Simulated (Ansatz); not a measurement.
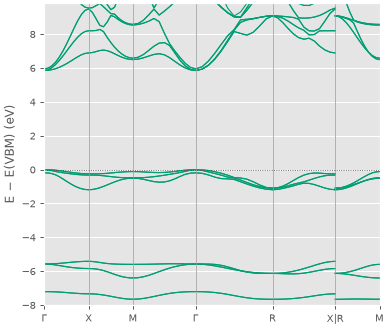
Figure: Band structure from r²SCAN with spin–orbit coupling (plane waves, PAW; program Ansatz)

### Question
Read off the gap and where the band edges lie.

### Answer
About 5.9 eV (5.85 eV by a search for the band edges); maximum at Γ, minimum at Γ.

The material is CsCl (CsCl type, Pm-3m).

The r²SCAN relaxation kept the symmetry of its start.

Potentials: the later of the program's two PAW sets.
